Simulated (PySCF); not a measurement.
# C₆H₈N₂OSi (SMILES N#CC1(C#N)COCC[SiH2]1): what the fields show

```xyz
18

N    -2.7730   -0.5883   -1.6930
C    -2.2192   -0.0284   -0.8445
C    -1.4510    0.6767    0.1731
C    -2.2648    1.6389    0.8973
N    -2.8606    2.4214    1.5085
C    -0.7761   -0.3349    1.1620
O     0.0204   -1.2608    0.5119
C     1.2593   -0.7869    0.0390
C     1.1266    0.1489   -1.1630
Si    0.0011    1.5922   -0.7478
H    -1.5642   -0.8916    1.6899
H    -0.2089    0.2544    1.9103
H     1.8330   -1.6842   -0.2347
H     1.8062   -0.2822    0.8611
H     2.1205    0.5100   -1.4739
H     0.6964   -0.4006   -2.0169
H    -0.5349    2.3396   -1.9156
H     0.6107    2.5070    0.2606
```

Geometry: PBE0-D3(BJ)/def2-SVP.

All numbers below come from PySCF 2.14.0, PBE0/def2-SVPD, SCF density, gas phase.

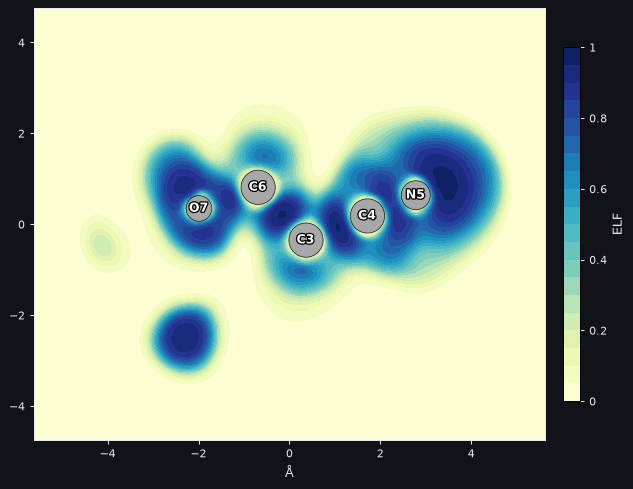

Figure 1. ELF on the plane of atoms C4, C3 and C6. Grey discs cover the atomic cores.

**Read the bonding off the picture.**

The section cuts through C, N and O sites.
C–N (1.16 Å): the ELF peaks at about 0.85 between the atoms (a multiple bond).
C–O (1.38 Å): the ELF peaks at about 0.90 between the atoms (a polar covalent bond).
C–C (1.45 Å): the ELF peaks at about 0.95 between the atoms: localised, covalent bonding.
The ELF also peaks beside O7 and N5, away from the bonds: lone-pair regions.

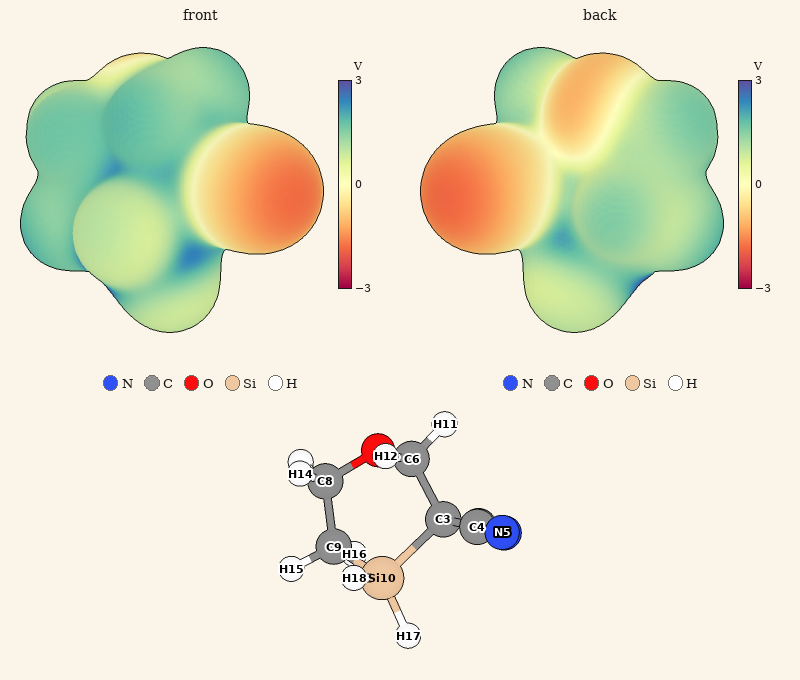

Figure 2. The molecular electrostatic potential painted on the density surface at 0.004 e/bohr³, seen from the front and from behind; red is negative and blue positive. The bare structure is drawn below in the same view.

**Where is the surface potential most negative and most positive?**

The most negative region (about −1.8 V, or −42 kcal/mol for a unit charge) lies over N1 and N5, the most positive (about +2.8 V, or +65 kcal/mol for a unit charge) over Si10.
